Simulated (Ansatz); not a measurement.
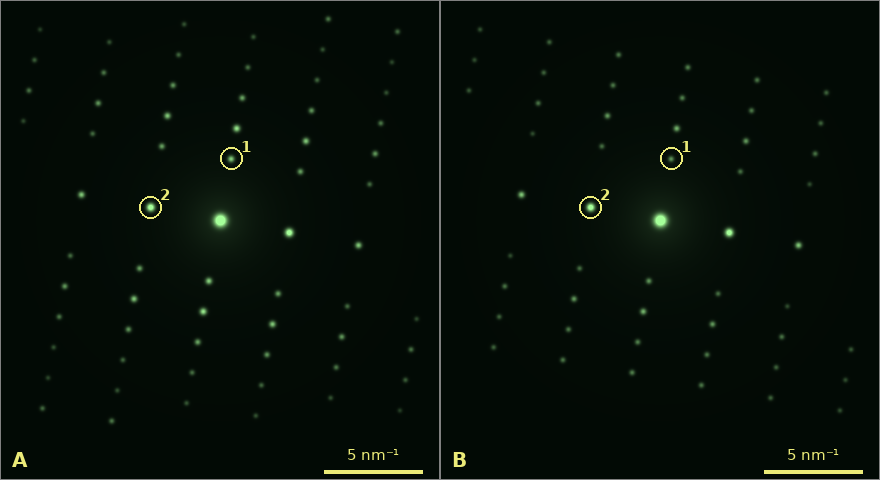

Kinematic electron diffraction patterns (300 kV, B = 0.5 Å², same scale) along [110] of the run's own cell, for the start and the end of one relaxation of Sc2AsP2 with Ansatz 0.2.0, DFT, PAW plane waves, r2scan. k mesh 7×7×7. The start is a generated model structure, and the relaxation ends in the nearest stationary point of its symmetry, not necessarily the ground state. Spot 1 is 0 0 -2 and spot 2 is -1 1 0 in both.

Start structure:

```
As Sc P
1.0
     0.00000    3.92723    0.00000
     3.92723    0.00000    0.00000
     1.96361    1.96361   -6.30199
As Sc P
1 2 2
Cartesian
  0.0000 0.0000 0.0000
  1.9636 1.9636 -1.9210
  3.9272 3.9272 -4.3810
  1.9636 1.9636 -4.5606
  3.9272 3.9272 -1.7414
```

Which pattern belongs to the start structure, and which to the relaxed one?

Answer. A is the start: its cell gives d(1) = 3.151 Å, d(2) = 2.777 Å and an angle of 90.0°. The spot positions hardly differ, so the intensities decide: those computed from the start structure match A, and B is the relaxed structure.

Name reflections whose intensity changes strongly on relaxation.

Answer. 0 0 2 goes from 21 to 5.9 % of the strongest spot; 1 -1 -2 goes from 8.3 to 2.1 % of the strongest spot; 0 0 3 goes from 33 to 13 % of the strongest spot.

Summarise the relaxation behind the change.

Answer. The cell was held fixed; with the mean shift removed, the atoms moved by up to 0.59 Å relative to the cell (P most); the space group stayed I4/mmm (No. 139); the free energy fell by 1500 meV an atom.
